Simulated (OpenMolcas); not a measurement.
# triplet C2H4S: levels of theory compared

Wanted: a comparison of 6 runs (UHF/3-21G, UHF/aug-cc-pVDZ, U-revPBE/aug-cc-pVDZ, UB3LYP/aug-cc-pVDZ, UBHLYP/aug-cc-pVDZ, UM06-2X/aug-cc-pVDZ) of triplet C2H4S. 

The calculation is run with OpenMolcas 26.06.

### 1 The molecule

The species is C2H4S (7 atoms), meant as a triplet with charge 0. As SMILES of the parent species, `C1CS1`. The coordinates come from a PBE0-D4/def2-TZVP relaxation. That shape belongs to the parent species and isn't relaxed for this state.

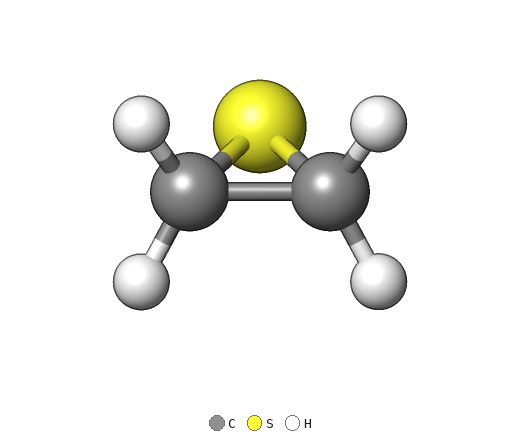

Viewed from a chosen angle; carbon grey, sulfur yellow, hydrogen white.

### 2 A single-point energy at UHF/3-21G (run 1)

Contents of mol.inp:

```
&GATEWAY
 BASLIB = $CurrDir
 COORD
 7
 angstrom
 C       -0.515770       0.123480      -0.520180
 C        0.600760      -0.036080       0.435470
 S       -0.898110      -0.923600       0.895080
 H       -0.448740      -0.388430      -1.473330
 H       -1.032050       1.076250      -0.547280
 H        0.855300       0.806520       1.068140
 H        1.438610      -0.658150       0.142080
 BASIS = 3-21G
 GROUP = NoSym

&SEWARD

&SCF
 UHF
 SPIN = 3
 THRESHOLDS = 1e-10 1e-07 1e-07 1e-05
 PRORBITALS = 0
```

The basis set 3-21G is read from a file made from the Basis Set Exchange's data (not shown).

Started as:

```sh
$ export MOLCAS_MEM=1860
$ pymolcas mol.inp > mol.log
```

Log:

```text
--- Start Module: gateway ---
[...]
--- Stop Module: gateway /rc=_RC_ALL_IS_WELL_ ---
--- Start Module: seward ---
[...]
      Basis functions           39
--- Stop Module: seward /rc=_RC_ALL_IS_WELL_ ---
--- Start Module: scf ---
[...]
       Convergence after  22 Iterations
[...]
::    Total SCF energy                               -472.9658871533
[...]
      Total spin, S                                     1.0107332212
[...]
      Total electronic charge=   32.000000
      Total            charge=   -0.000000
[...]
      Dipole Moment (debye):
      Origin of the operator (angstrom)=   -0.4479   -0.4606    0.4464
                   X=  3.5102E-01               Y=  3.6105E-01               Z= -3.4995E-01           Total=  6.1322E-01
      Quadrupole Moment (debye*angstrom):
[...]
--- Stop Module: scf /rc=_RC_ALL_IS_WELL_ ---
[...]
```

Wall time 2.3 s (1 thread of Arm Neoverse V1, shared host); peak memory 0.37 GiB.

### 3 A single-point energy at UHF/aug-cc-pVDZ (run 2)

Contents of geom.xyz:

```xyz
7

C     -0.515770     0.123480    -0.520180
C      0.600760    -0.036080     0.435470
S     -0.898110    -0.923600     0.895080
H     -0.448740    -0.388430    -1.473330
H     -1.032050     1.076250    -0.547280
H      0.855300     0.806520     1.068140
H      1.438610    -0.658150     0.142080
```

Contents of job.input:

```
&GATEWAY
  BasLib=$CurrDir
  Coord=geom.xyz
  Basis=aug-cc-pVDZ
  Group=NoSym

&SEWARD

&SCF
  UHF
  Spin=3
  Thresholds=1e-10 1e-07 1e-07 1e-05
  PrOrbitals=1 1
```

The basis set aug-cc-pVDZ is read from a file made from the Basis Set Exchange's data (not shown).

Started as:

```sh
$ export MOLCAS_MEM=1860
$ pymolcas job.input > job.log
```

Log:

```text
--- Start Module: gateway ---
[...]
--- Stop Module: gateway /rc=_RC_ALL_IS_WELL_ ---
--- Start Module: seward ---
[...]
      Basis functions          109
--- Stop Module: seward /rc=_RC_ALL_IS_WELL_ ---
[...]
--- Start Module: scf ---
[...]
       Convergence after  21 Iterations
[...]
::    Total SCF energy                               -475.4133727997
[...]
      Total spin, S                                     1.0109453778
[...]
      Total electronic charge=   32.000000
      Total            charge=   -0.000000
[...]
      Dipole Moment (debye):
      Origin of the operator (angstrom)=   -0.4479   -0.4606    0.4464
                   X=  7.7150E-01               Y=  7.9341E-01               Z= -7.6892E-01           Total=  1.3476E+00
      Quadrupole Moment (debye*angstrom):
[...]
--- Stop Module: scf /rc=_RC_ALL_IS_WELL_ ---
[...]
```

Wall time 18 s (1 thread of Arm Neoverse V1, shared host); peak memory 0.64 GiB.

Runs 3 to 4 aren't shown in full; the table further down has their settings and results.

### 4 A single-point energy at UBHLYP/aug-cc-pVDZ (run 5)

Contents of run.inp:

```
&GATEWAY
BASLIB
$CurrDir
COORD
7
angstrom
C       -0.515770       0.123480      -0.520180
C        0.600760      -0.036080       0.435470
S       -0.898110      -0.923600       0.895080
H       -0.448740      -0.388430      -1.473330
H       -1.032050       1.076250      -0.547280
H        0.855300       0.806520       1.068140
H        1.438610      -0.658150       0.142080
BASIS
aug-cc-pVDZ
GROUP
NoSym
&SEWARD
GRIDINPUT
Grid=UltraFine
End of Grid
&SCF
UHF
SPIN
3
KSDFT
HYB_GGA_XC_BHANDHLYP
THRESHOLDS
1e-10 1e-07 1e-07 1e-05
PRORBITALS
1
```

The basis set aug-cc-pVDZ is read from a file made from the Basis Set Exchange's data (not shown).

Started as:

```sh
$ export MOLCAS_MEM=1860
$ pymolcas run.inp > run.log
```

Log:

```text
--- Start Module: gateway ---
[...]
--- Stop Module: gateway /rc=_RC_ALL_IS_WELL_ ---
--- Start Module: seward ---
[...]
      Basis functions          109
--- Stop Module: seward /rc=_RC_ALL_IS_WELL_ ---
[...]
--- Start Module: scf ---
[...]
       Convergence after  20 Iterations
[...]
::    Total KS-DFT energy                            -476.5676018487
[...]
      Total spin, S                                     1.0036054526
[...]
      Dipole Moment (debye):
      Origin of the operator (angstrom)=   -0.4479   -0.4606    0.4464
                   X=  6.6278E-01               Y=  6.8160E-01               Z= -6.6057E-01           Total=  1.1577E+00
      Quadrupole Moment (debye*angstrom):
[...]
--- Stop Module: scf /rc=_RC_ALL_IS_WELL_ ---
[...]
```

Wall time 1.7 min (1 thread of Arm Neoverse V1, shared host); peak memory 0.64 GiB.

### 5 A single-point energy at UM06-2X/aug-cc-pVDZ (run 6)

Contents of test.input:

```
&gateway
  baslib=$CurrDir
  coord
  7
  angstrom
  C       -0.515770       0.123480      -0.520180
  C        0.600760      -0.036080       0.435470
  S       -0.898110      -0.923600       0.895080
  H       -0.448740      -0.388430      -1.473330
  H       -1.032050       1.076250      -0.547280
  H        0.855300       0.806520       1.068140
  H        1.438610      -0.658150       0.142080
  basis=aug-cc-pVDZ
  group=NoSym

&seward
  gridinput
  Grid=UltraFine
  End of Grid

&scf
  uhf
  spin=3
  ksdft=M062X
  thresholds=1e-10 1e-07 1e-07 1e-05
  prorbitals=0
```

The basis set aug-cc-pVDZ is read from a file made from the Basis Set Exchange's data (not shown).

Started as:

```sh
$ export MOLCAS_MEM=1860
$ pymolcas test.input > test.log
```

Log:

```text
--- Start Module: gateway ---
[...]
--- Stop Module: gateway /rc=_RC_ALL_IS_WELL_ ---
--- Start Module: seward ---
[...]
      Basis functions          109
--- Stop Module: seward /rc=_RC_ALL_IS_WELL_ ---
[...]
--- Start Module: scf ---
[...]
       Convergence after  19 Iterations
[...]
::    Total KS-DFT energy                            -476.5591808332
[...]
      Total spin, S                                     1.0015818379
[...]
      Total electronic charge=   32.000000
      Total            charge=   -0.000000
[...]
      Dipole Moment (debye):
      Origin of the operator (angstrom)=   -0.4479   -0.4606    0.4464
                   X=  6.3144E-01               Y=  6.4937E-01               Z= -6.2933E-01           Total=  1.1029E+00
      Quadrupole Moment (debye*angstrom):
[...]
--- Stop Module: scf /rc=_RC_ALL_IS_WELL_ ---
[...]
```

It took 2.6 min on 1 thread of Arm Neoverse V1, shared host; peak memory 0.64 GiB.

### 6 The series

```csv
run,level,integration grid,energy (Eh),dipole moment (D),HOMO energy (eV),⟨S²⟩,wall time
1,UHF/3-21G,–,-472.965887,0.61,-4.17,2.032,2.3 s
2,UHF/aug-cc-pVDZ,–,-475.413373,1.35,-4.32,2.033,18 s
3,U-revPBE/aug-cc-pVDZ,UltraFine,-476.539789,1.06,-1.52,2.003,98 s
4,UB3LYP/aug-cc-pVDZ,UltraFine,-476.643449,1.10,-2.18,2.005,94 s
5,UBHLYP/aug-cc-pVDZ,UltraFine,-476.567602,1.16,-3.04,2.011,1.7 min
6,UM06-2X/aug-cc-pVDZ,UltraFine,-476.559181,1.10,-3.00,2.005,2.6 min
```

### 7 Outcome

```
                                 quantity          value
                      run 6: total energy  -476.55918 Eh
                     run 6: dipole moment         1.10 D
run 6: HOMO energy (highest over α and β)       -3.00 eV
                              run 6: ⟨S²⟩          2.005
```

What this shows: The dipole moment (its size) runs from 0.61 D (UHF/3-21G) to 1.35 D (UHF/aug-cc-pVDZ). Totals of different functionals can't be ranked against each other. All runs together took 7.8 min, the longest 2.6 min.
